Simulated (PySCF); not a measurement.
## Electronic structure of AlCl in real space

```yaml
atoms:
  - { symbol: Al, position_ang: [0.0000, 0.0000, -1.2209] }
  - { symbol: Cl, position_ang: [0.0000, 0.0000, 0.9421] }
```

Theory: PySCF, PBE0/6-311G(d,p), non-relativistic, at a bond length of 2.163 Å.

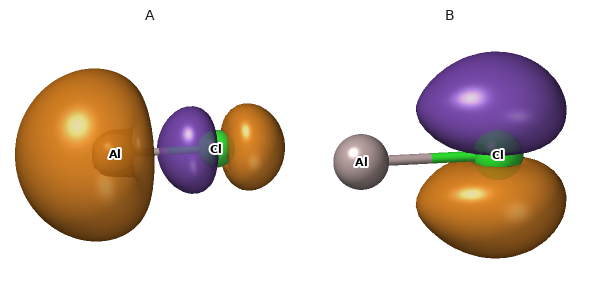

Figure 1. Two frontier orbitals, each drawn at the value that holds 80 % of its norm (orange and purple are the two phases), in no order; of a degenerate pair one member is drawn.

Question: Label each orbital by symmetry, say whether it is occupied, and order them by energy.

Answer: Orbital B: π, occupied, −9.26 eV; mainly on Cl (90 %).
Orbital A: σ, occupied, −7.14 eV; mainly on Al (80 %).

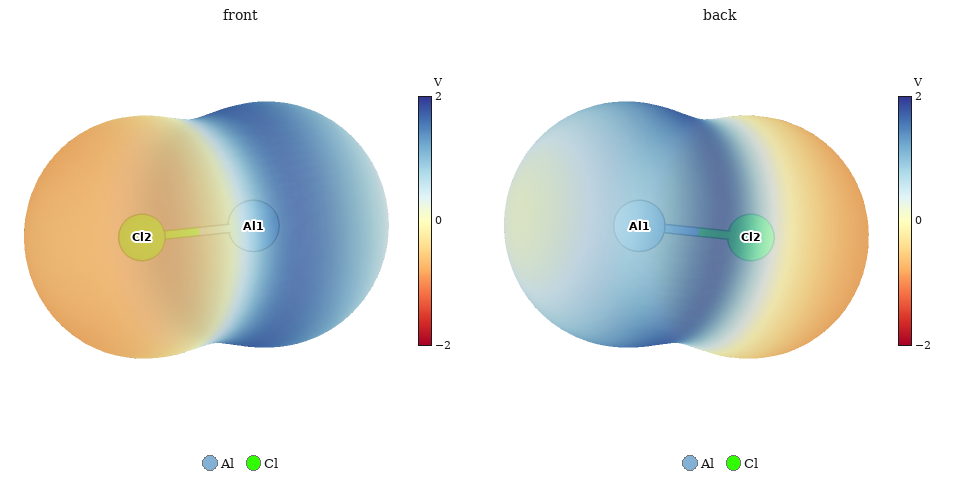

Figure 2. The molecular electrostatic potential painted on the density surface at 0.002 e/bohr³, seen from the front and from behind; red is negative and blue positive.

Question: Which sites attract a positive test charge, and which a negative one?

Answer: A positive charge is drawn to the negative regions and a negative charge to the positive ones. The most negative region (about −0.7 V) lies over Cl2, the most positive (about +1.7 V) over Al1.

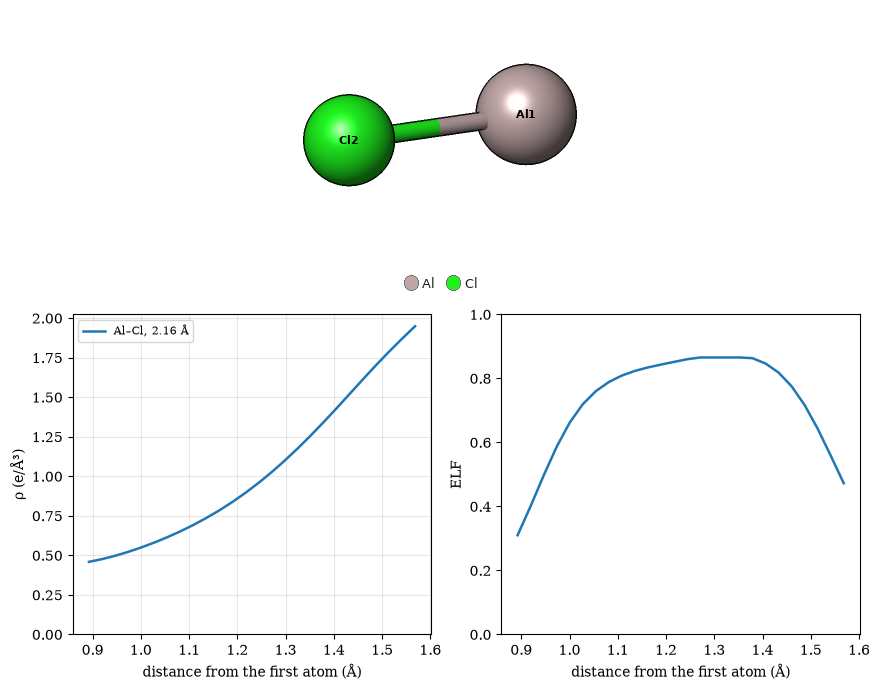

Figure 3. Electron density and electron localisation function along straight lines between neighbouring atoms. The curves leave out the atomic cores. The structure is drawn too.

Question: What can be read from the curves?

Answer: Al–Cl (2.16 Å): ρ at the midpoint is about 0.65 e/Å³; the ELF peaks at about 0.85 in the valence shell of Cl, 0.9 Å from its nucleus, and is about 0.80 at the midpoint.
